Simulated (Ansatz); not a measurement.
A series of calculations on GaAsH6

### Relaxation

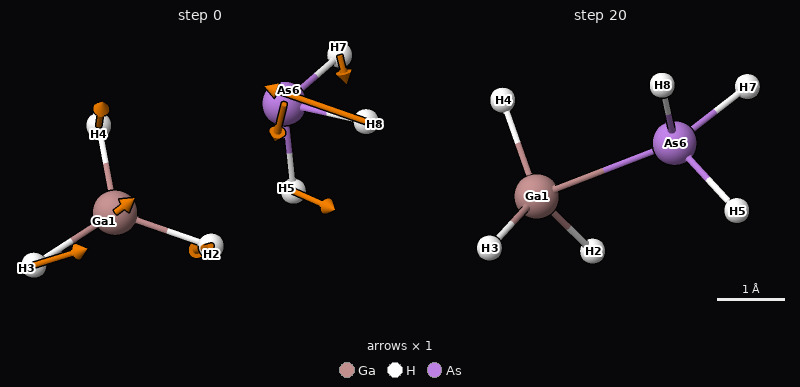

The structure of GaAsH6 before (left) and after (right) a relaxation, at one scale. The orange arrows give the displacements, at their true length.

A ball-and-stick model, seen from a free direction.

The run prepares an end point of a later path (reaction) calculation, from a guessed geometry.

Theory: RKS PBE-D4/def2-SVP (Ansatz). (no spin polarisation; force threshold 0.03 eV/Å; at most 50 steps)

Q: Summarise the run.

A: The atom that moves furthest after the best rigid fit is H8 (1.68 Å). By element the largest moves are H 1.68 Å, As 0.86 Å, Ga 0.42 Å. Some distances before and after: Ga1–As6 3.710 → 2.641 Å, Ga1–H2 1.545 → 1.586 Å, H5–As6 1.516 → 1.528 Å, As6–H7 1.540 → 1.529 Å. New bonds form, among them: Ga1–As6 (3.71 → 2.64 Å). Bond angles that change, for instance: H5–As6–H7 91.6° → 96.3°, H5–As6–H8 92.9° → 96.3°, H2–Ga1–H3 121.1° → 118.9°. The energy falls by 60.5 kJ/mol in 19 accepted moves (20 points after the start). Largest force component: 0.53 eV/Å at the start, 0.028 eV/Å at the end. The line search rejected the trial step at point 13 of the run. The forces were under the threshold at step 17, but the run went on from there.

### Relaxation

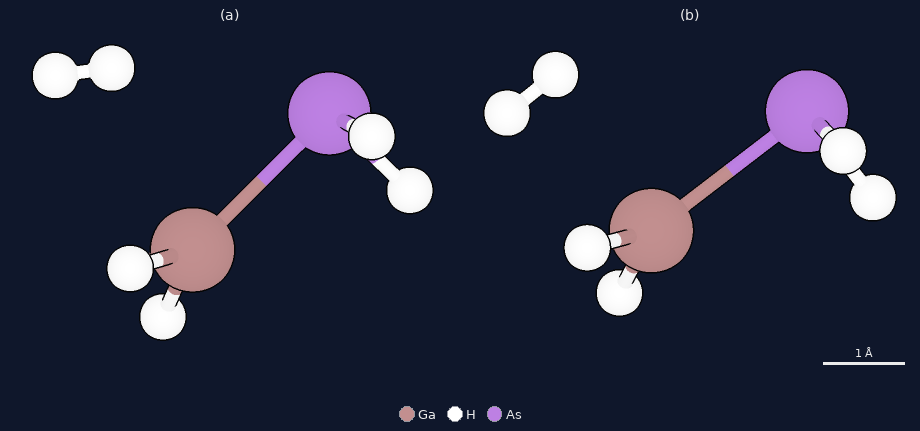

The structure of GaAsH₆ before (left) and after (right) a relaxation, at one scale.

Style: ball-and-stick. Shown face on.

The run prepares an end point of a later path (reaction) calculation, from a guessed geometry.

Computed with RKS PBE-D4/def2-SVP (Ansatz). Set-up: no spin polarisation; force threshold 0.03 eV/Å; at most 50 steps.

What changed between the two?

The largest move after the best rigid fit is that of an H atom, 0.48 Å. By element the largest moves are H 0.48 Å, Ga 0.24 Å, As 0.23 Å. Some distances before and after: Ga–H 2.543 → 2.366 Å, H–H 0.709 → 0.776 Å, As–Ga 2.417 → 2.451 Å. Among the angles between lasting bonds that change: Ga–As–H 93.6° → 91.2°, Ga–As–H 92.5° → 90.3°. After 8 geometry steps the energy has fallen by 14.7 kJ/mol. The largest force component goes from 2.2 to 0.0055 eV/Å. The run took 13 s on 2 threads of Intel(R) Xeon(R) Platinum 8259CL CPU @ 2.50GHz (Skylake/Cascade Lake), with other jobs on the host, peak memory 0.15 GiB.

Limits of the set-up: the start holds two separate molecules, 2.5 Å apart at their closest, whose relative position is a soft coordinate.

### Path

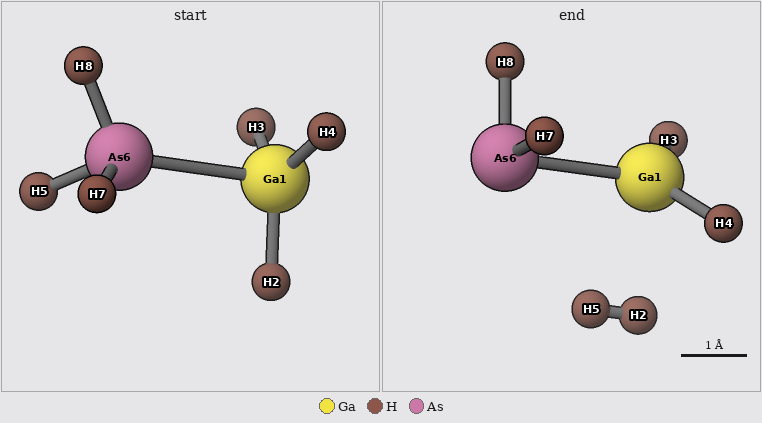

The two relaxed end points of a path for GaAsH6. Style: ball-and-stick. Shown at a tilt.

All numbers below come from Ansatz 0.2.0, RKS PBE-D4/def2-SVP.

Settings: 7 movable images; climbing image; force threshold 0.05 eV/Å; iteration limit 60.

Start:
```xyz
8

Ga   -1.1258   -0.7449   -0.7664
H    -0.6043   -0.3644   -2.2151
H    -0.7936   -2.1826   -0.1838
H    -2.3284    0.0785   -0.1414
H     2.2539    0.1510    0.3215
As    0.7884    0.5227    0.5391
H     0.9736    2.0316    0.3799
H     0.8363    0.5081    2.0662
```

End:
```xyz
8

Ga   -0.6804   -0.3412   -0.0287
H     0.2327   -0.9304   -2.1502
H    -0.7402   -1.8990    0.2456
H    -1.7895    0.3800   -0.8974
H     0.8386   -0.5675   -1.8290
As    1.1201    0.9725    0.9902
H     0.1408    2.1113    1.3283
H     0.8779    0.2742    2.3412
```

> Predict the minimum-energy path and its barrier.

The highest point, image 3, lies 1.44 eV above the start and 1.42 eV above the end; the end is at +0.01 eV relative to the start. Breaking: Ga1–H2 (1.59 → 1.77 at the top → 2.38 Å), H5–As6 (1.53 → 1.73 at the top → 3.22 Å). Forming: H2–H5 (3.86 → 1.14 at the top → 0.78 Å). The band converged in 14 iterations, with a climbing image at the top. At the top, the vibrational analysis gives one imaginary mode (1082i cm⁻¹), as a transition state must have.

Energies of the converged images:

```
image  path (Å)  E (eV)
    0      0.00   0.000
    1      0.89   0.030
    2      1.77   0.353
    3      2.66   1.438
    4      3.16   0.898
    5      3.66   0.351
    6      4.15   0.107
    7      4.65   0.026
    8      5.15   0.013
```

The geometry at the top of the path:

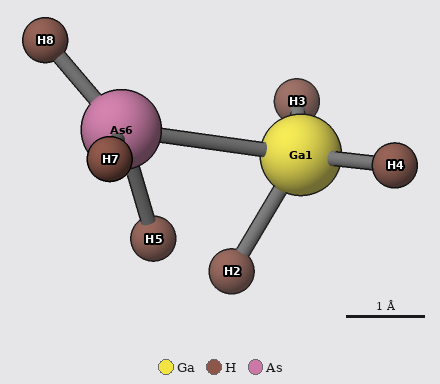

The run took 2.1 min on 2 threads of Intel(R) Xeon(R) Platinum 8259CL CPU @ 2.50GHz (Skylake/Cascade Lake), on a shared host, peak memory 0.16 GiB.
